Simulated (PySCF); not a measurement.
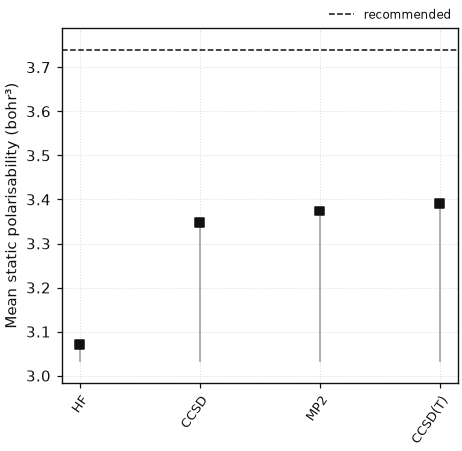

The mean static polarisability of F ([He] 2s² 2p⁵) across levels of theory. Finite fields; PySCF, dyall-av3z, spin-free X2C-1e, unrestricted single determinants, no spin-orbit coupling. 2 core electrons frozen.

How do the methods compare?

The values run from 3.071 bohr³ (HF) to 3.391 bohr³ (CCSD(T)). The recommended value is 3.740 ± 0.08 bohr³; nearest to it come CCSD(T) (−0.349) and MP2 (−0.366), furthest HF (−0.669 bohr³).

```
 Method  Mean static polarisability (bohr³)
     HF                               3.071
    MP2                               3.374
   CCSD                               3.347
CCSD(T)                               3.391
```
